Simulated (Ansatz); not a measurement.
Cell of Mg-slab on MoS2 (a run towards one local minimum of the spacing) (MoS2 trigonal-prismatic (1H); facing atoms over hollows or bridges; layers strained to one cell), with its geometry taken from a PBE+D3(BJ) run:

```xyz
7
Lattice="3.1540 0.0000 0.0000 -1.5770 2.7314 0.0000 0.0000 0.0000 31.7000" Properties=species:S:1:pos:R:3 pbc="T T T"
S      1.5770     0.9105     9.4195
Mo     0.0000     1.8210    10.9823
S      1.5770     0.9105    12.6236
Mg     0.0000     1.8210    14.7394
Mg     1.5770     0.9105    17.2442
Mg     0.0000     1.8210    19.7642
Mg     1.5770     0.9105    22.3467
```

All values below come from r2SCAN (plane waves to 500 eV, PAW; Ansatz, a quantum-chemistry and plane-wave program). No spin–orbit coupling; the runs are not spin-polarised. Its k-point mesh 15×15×1, Fermi–Dirac width 0.05 eV. A dipole correction is on.

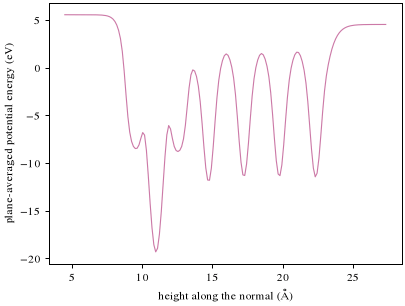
Figure: Smooth (PAW) electrostatic potential energy of an electron, averaged over planes, about its mean

The curve spans 24.9 eV over the stretch drawn.
